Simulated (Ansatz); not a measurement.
**C₃H₇AlS: geometry optimisation**

The task is to find a stationary geometry of C₃H₇AlS.

Computed with Ansatz 0.2.0, Gaussian basis. Level: RKS PBE0-D4/def2-TZVP.

Plan: relaxation at PBE-D4/def2-SVP; relaxation at PBE0-D4/def2-TZVP.

1 further run of the same task is left out (set aside as unsound or not needed).

## (1) The system as given

SMILES `[CH3][AlH][CH2]C=S`, 12 atoms, charge 0, spin multiplicity 1.

Atoms are counted from 1 here; the program's logs count them from 0.

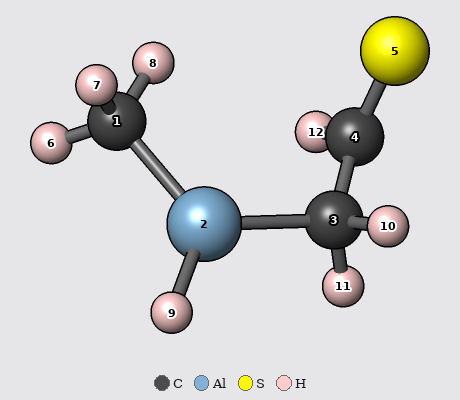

As it starts; carbon dark grey, aluminium light blue, sulfur yellow, hydrogen pink; atoms are numbered from 1 in the order of the file.

Coordinates:

```
atom    x (Å)    y (Å)    z (Å)
  C1  -1.8546  -0.0586   0.4889
 Al2  -0.0609  -0.4172   1.1086
  C3   1.4766  -0.1159  -0.1128
  C4   1.1313   0.3555  -1.4570
  S5   1.0400   1.7337  -1.8134
  H6  -2.5162  -0.9214   0.5195
  H7  -2.3284   0.7642   1.1324
  H8  -1.8286   0.3738  -0.5745
  H9   0.1789  -0.9411   2.6345
 H10   2.2040   0.6131   0.3996
 H11   2.0345  -1.0830  -0.1879
 H12   0.6002  -0.3582  -2.1039
```

The start is a force-field geometry with small random shifts, so a cheaper pass at PBE-D4/def2-SVP comes first.

## (2) Geometry optimisation, PBE-D4/def2-SVP (cheap first pass)

The input, in.yaml:

```yaml
crystal:
  periodic: [false, false, false]
  atoms:
    - {symbol: C, position_ang: [-1.854600, -0.058600, 0.488900]}
    - {symbol: Al, position_ang: [-0.060900, -0.417200, 1.108600]}
    - {symbol: C, position_ang: [1.476600, -0.115900, -0.112800]}
    - {symbol: C, position_ang: [1.131300, 0.355500, -1.457000]}
    - {symbol: S, position_ang: [1.040000, 1.733700, -1.813400]}
    - {symbol: H, position_ang: [-2.516200, -0.921400, 0.519500]}
    - {symbol: H, position_ang: [-2.328400, 0.764200, 1.132400]}
    - {symbol: H, position_ang: [-1.828600, 0.373800, -0.574500]}
    - {symbol: H, position_ang: [0.178900, -0.941100, 2.634500]}
    - {symbol: H, position_ang: [2.204000, 0.613100, 0.399600]}
    - {symbol: H, position_ang: [2.034500, -1.083000, -0.187900]}
    - {symbol: H, position_ang: [0.600200, -0.358200, -2.103900]}
basis:
  gaussian: {orbitals: def2-SVP}
hamiltonian: {xc: pbe, dispersion: d4}
relax: {f_tol: 0.03, max_steps: 200}
```

Run with:

```sh
> ansatz run in.yaml --threads 4 --pin off --events-out ev --progress --plain --max-ram 10444MiB
```

Standard output, cut to the lines that bear on the results:

```text
Functional definition: PBE
  name "PBE"
  cite "Perdew, Burke & Ernzerhof, Phys. Rev. Lett. 77, 3865 (1996) doi:10.1103/PhysRevLett.77.3865"
  parent pbe
[...]
1278 factors; their error is unknown
[...]
mean field -20634.53877149 eV, -758.3053132595 hartree, gradient 2.8e-5 eV, S^2 0.000000; 0 other end points of the search recorded, 0 dependent functions left out
[...]
reference -20634.53881000 eV, -758.3053146749 hartree; 27, 27 occupied and 86, 86 virtual orbitals, 1278 factors
relax step   1: F+E_penalty+E_count = -20634.81022751 eV  Δ(F+E_penalty+E_count) = +0.000e0 eV  max|allowed force component| = 1.465e1 eV/Å  Δτ_max = 0.0000 Å  (29 SCF iters, accepted)
[...]
relax step   7: F+E_penalty+E_count = -20636.46179548 eV  Δ(F+E_penalty+E_count) = -9.221e-3 eV  max|allowed force component| = 3.967e-1 eV/Å  Δτ_max = 0.1834 Å  (29 SCF iters, accepted)
[...]
relax step  13: F+E_penalty+E_count = -20636.61663190 eV  Δ(F+E_penalty+E_count) = -9.506e-2 eV  max|allowed force component| = 5.092e-1 eV/Å  Δτ_max = 0.1985 Å  (30 SCF iters, accepted)
[...]
relax step  19: F+E_penalty+E_count = -20637.22659985 eV  Δ(F+E_penalty+E_count) = -5.345e-3 eV  max|allowed force component| = 1.329e0 eV/Å  Δτ_max = 0.2000 Å  (36 SCF iters, accepted)
[...]
1278 factors; their error is unknown
mean field -20637.01261931 eV, -758.3962254900 hartree, gradient 1.5e-5 eV, S^2 0.000000; 1 other end points of the search recorded, 0 dependent functions left out
[...]
reference -20637.01265877 eV, -758.3962269401 hartree; 27, 27 occupied and 86, 86 virtual orbitals, 1278 factors
Total energy: -20637.29829831 eV, -758.4067239995 hartree
Atom 0 at    -1.892980    -0.101487     0.365616 Å, force     0.028698     0.004331    -0.007456 eV/Å
Atom 1 at    -0.105141     0.547651     0.848482 Å, force     0.002968    -0.004290    -0.009789 eV/Å
Atom 2 at     1.667705    -0.644533    -0.346847 Å, force     0.001136     0.001378    -0.004059 eV/Å
Atom 3 at     1.168613     0.356136    -1.144877 Å, force    -0.002810    -0.021918     0.009877 eV/Å
Atom 4 at     0.894819     2.013941    -0.605380 Å, force     0.002656     0.005035     0.012263 eV/Å
Atom 5 at    -2.085770    -1.112383     0.781182 Å, force    -0.003666    -0.015224     0.011630 eV/Å
Atom 6 at    -2.667828     0.573171     0.787552 Å, force    -0.024598     0.005318     0.001002 eV/Å
Atom 7 at    -2.050596    -0.142556    -0.731164 Å, force    -0.003908     0.010678    -0.004106 eV/Å
Atom 8 at     0.488024     0.478588     2.332006 Å, force     0.001386     0.001828    -0.001825 eV/Å
Atom 9 at     2.195993    -0.425105     0.597460 Å, force    -0.003554     0.009154    -0.013078 eV/Å
Atom 10 at     1.678273    -1.688067    -0.700653 Å, force    -0.000203     0.002834     0.005494 eV/Å
Atom 11 at     0.785686     0.089543    -2.149375 Å, force     0.001894     0.000875     0.000048 eV/Å
Dipole moment:    -0.003310    -0.389751    -0.162186 e Å
```

It took 28 s on 4 threads of Arm Neoverse V2, shared host.

Relaxation path: (the energy doesn't fall at every step)

```
step  energy from step 1 (eV)  largest force component (eV/Å)
   1                   0.0000                         14.6521
   2                  -1.2114                          5.2394
   3                  -1.5092                          1.4576
   4                  -1.6148                          0.4941
   5                  -1.6310                          0.3407
   6                  -1.6423                          0.1973
   7                  -1.6516                          0.3967
   8                  -1.6566                          0.1647
   9                  -1.6582                          0.1114
  10                  -1.6632                          0.2171
  11                  -1.6751                          0.2370
  12                  -1.7113                          0.6510
  13                  -1.8064                          0.5092
  14                  -1.9759                          0.5493
  15                  -2.1404                          0.6410
  16                  -2.2707                          0.6983
  17                  -2.3567                          1.2194
  18                  -2.4110                          0.5982
  19                  -2.4164                          1.3294
  20                  -2.4680                          0.2923
  21                  -2.4741                          0.1500
  22                  -2.4163                          0.5220
  23                  -2.4834                          0.0817
  24                  -2.4866                          0.0442
  25                  -2.4873                          0.0733
  26                  -2.4880                          0.0287
```

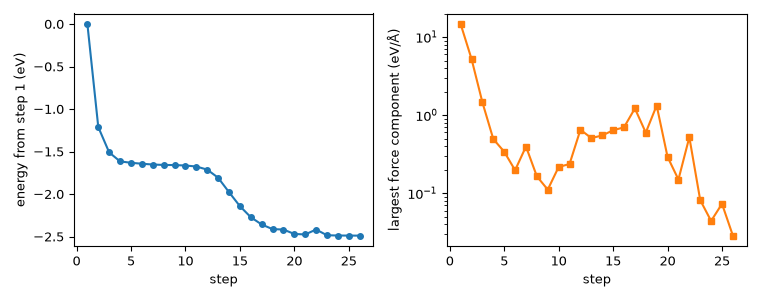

Energy and largest force along the relaxation.

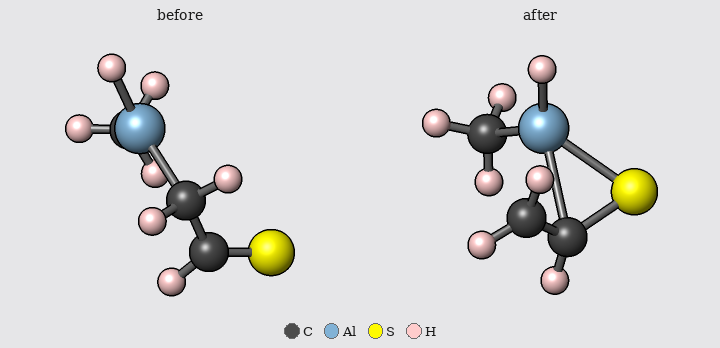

The geometry before (left) and after (right).

Close pairs (by a distance rule), those that changed most:

```
  bond  before (Å)  after (Å)  change (Å)
Al2–S5       3.792      2.294      -1.497
Al2–C4       2.933      2.373      -0.559
Al2–C3       1.987      2.448      +0.461
 C4–S5       1.426      1.765      +0.338
 C3–C4       1.466      1.374      -0.092
C3–H10       1.150      1.104      -0.046
 C1–H8       1.148      1.109      -0.039
 C1–H7       1.147      1.111      -0.036
```

## (3) Optimising with PBE0-D4/def2-TZVP

The input, in.yaml:

```yaml
crystal:
  periodic: [false, false, false]
  atoms:
    - {symbol: C, position_ang: [-1.892980, -0.101487, 0.365616]}
    - {symbol: Al, position_ang: [-0.105141, 0.547651, 0.848482]}
    - {symbol: C, position_ang: [1.667705, -0.644533, -0.346847]}
    - {symbol: C, position_ang: [1.168613, 0.356136, -1.144877]}
    - {symbol: S, position_ang: [0.894819, 2.013941, -0.605380]}
    - {symbol: H, position_ang: [-2.085770, -1.112383, 0.781182]}
    - {symbol: H, position_ang: [-2.667828, 0.573171, 0.787552]}
    - {symbol: H, position_ang: [-2.050596, -0.142556, -0.731164]}
    - {symbol: H, position_ang: [0.488024, 0.478588, 2.332006]}
    - {symbol: H, position_ang: [2.195993, -0.425105, 0.597460]}
    - {symbol: H, position_ang: [1.678273, -1.688067, -0.700653]}
    - {symbol: H, position_ang: [0.785686, 0.089543, -2.149375]}
basis:
  gaussian: {orbitals: def2-TZVP}
hamiltonian: {xc: pbe0, dispersion: d4}
relax: {f_tol: 0.005, max_steps: 150}
```

The command is unchanged.

Standard output, cut to the lines that bear on the results:

```text
Functional definition: PBE0
  name "PBE0"
  cite "Adamo & Barone, J. Chem. Phys. 110, 6158 (1999) doi:10.1063/1.478522"
  cite "Perdew, Burke & Ernzerhof, Phys. Rev. Lett. 77, 3865 (1996) doi:10.1103/PhysRevLett.77.3865"
  parent pbe
[...]
1398 factors; their error is unknown
[...]
mean field -20648.66599456 eV, -758.8244791317 hartree, gradient 3.6e-5 eV, S^2 0.000000; 0 other end points of the search recorded, 0 dependent functions left out
[...]
reference -20648.66602901 eV, -758.8244803975 hartree; 27, 27 occupied and 182, 182 virtual orbitals, 1398 factors
relax step   1: F+E_penalty+E_count = -20648.90962605 eV  Δ(F+E_penalty+E_count) = +0.000e0 eV  max|allowed force component| = 6.397e-1 eV/Å  Δτ_max = 0.0000 Å  (30 SCF iters, accepted)
[...]
Atom 2 at     1.725604    -0.635306    -0.344569 Å, force    -0.000598    -0.000873     0.002059 eV/Å
Atom 3 at     1.147822     0.316399    -1.107635 Å, force     0.001054     0.002325    -0.001394 eV/Å
Atom 4 at     0.904090     1.978164    -0.594528 Å, force     0.000248    -0.000558    -0.001766 eV/Å
Atom 5 at    -2.075252    -1.098859     0.707538 Å, force    -0.000228     0.001095     0.000046 eV/Å
Atom 6 at    -2.675976     0.550268     0.818028 Å, force    -0.000107    -0.001123     0.000095 eV/Å
Atom 7 at    -2.089625    -0.059521    -0.727923 Å, force    -0.000117     0.000652     0.002563 eV/Å
Atom 8 at     0.480521     0.435238     2.275104 Å, force     0.000812     0.000225     0.001393 eV/Å
Atom 9 at     2.268048    -0.384781     0.562059 Å, force    -0.000161    -0.000385    -0.000730 eV/Å
Atom 10 at     1.741111    -1.669193    -0.671180 Å, force     0.000266     0.000092    -0.000629 eV/Å
Atom 11 at     0.694477     0.025823    -2.053335 Å, force    -0.000028    -0.000139     0.000967 eV/Å
Dipole moment:     0.010258    -0.414130    -0.144036 e Å
```

It took 32 s on 4 threads of Arm Neoverse V2, shared host; peak memory 0.6 GiB.

Relaxation path:

```
step  energy from step 1 (eV)  largest force component (eV/Å)
   1                   0.0000                          0.6397
   2                  -0.0513                          0.1854
   3                  -0.0543                          0.2316
   4                  -0.0602                          0.0358
   5                  -0.0603                          0.0382
   6                  -0.0606                          0.0537
   7                  -0.0616                          0.0195
   8                  -0.0617                          0.0140
   9                  -0.0618                          0.0078
  10                  -0.0618                          0.0041
```

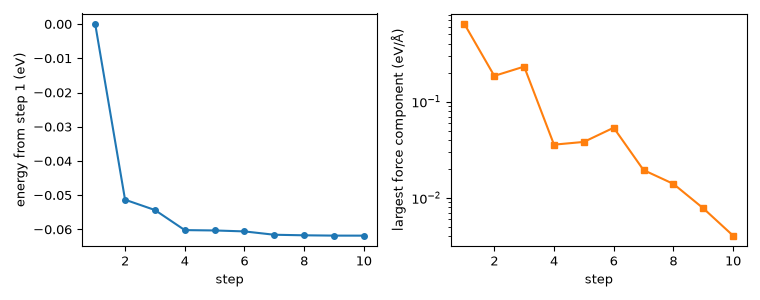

Energy and largest force along the relaxation.

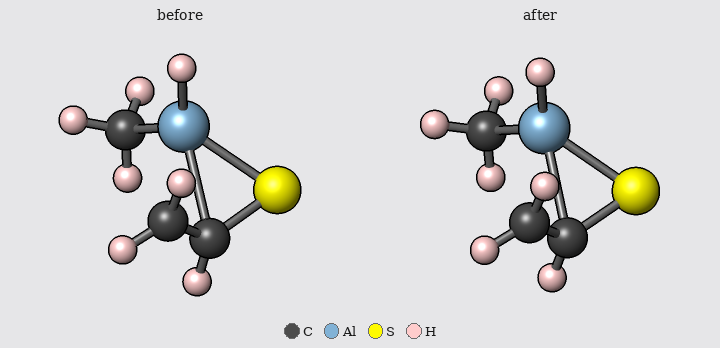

Before and after, at one scale.

Close pairs (by a distance rule), those that changed most:

```
  bond  before (Å)  after (Å)  change (Å)
Al2–C4       2.373      2.328      -0.045
Al2–S5       2.294      2.253      -0.041
 C3–C4       1.374      1.350      -0.024
C4–H12       1.108      1.088      -0.019
C3–H10       1.104      1.086      -0.018
C3–H11       1.102      1.084      -0.018
 C1–H8       1.109      1.093      -0.016
 C1–H6       1.110      1.094      -0.016
```

Mulliken charges of the relaxed molecule (report file):

```
atom  value (e)
  C1      -0.60
 Al2       0.39
  C3      -0.28
  C4      -0.06
  S5      -0.23
  H6       0.14
  H7       0.14
  H8       0.14
  H9      -0.11
 H10       0.19
 H11       0.15
 H12       0.15
```

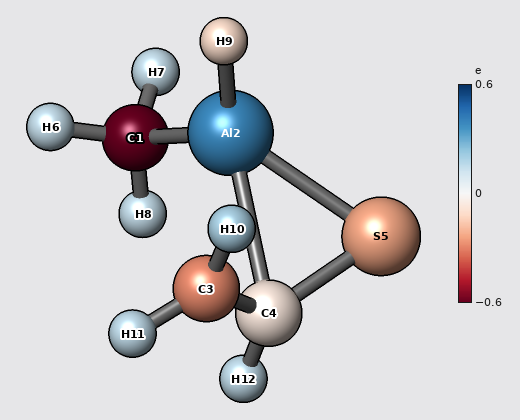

Mulliken charges of the relaxed molecule (report file), as colours on the atoms.

## (4) What came out

| quantity | value |
| --- | --- |
| point group | C1 |
| steps | 26 + 10 |
| shift from the start (rms) | 0.811 Å |
| total energy | -20648.9715 eV |
| dispersion term | -245 meV |
| dipole moment | 2.11 D |

What this shows: The relaxed geometry lies 0.81 Å (rms) from the start; the bond that changed most is Al2–S5, from 3.792 to 2.253 Å. The bonds at the end are not those of the start, so the run found another structure. No vibrations were run, so it is not proven to be a minimum. The largest Mulliken charge, -0.60 e, sits on C1.
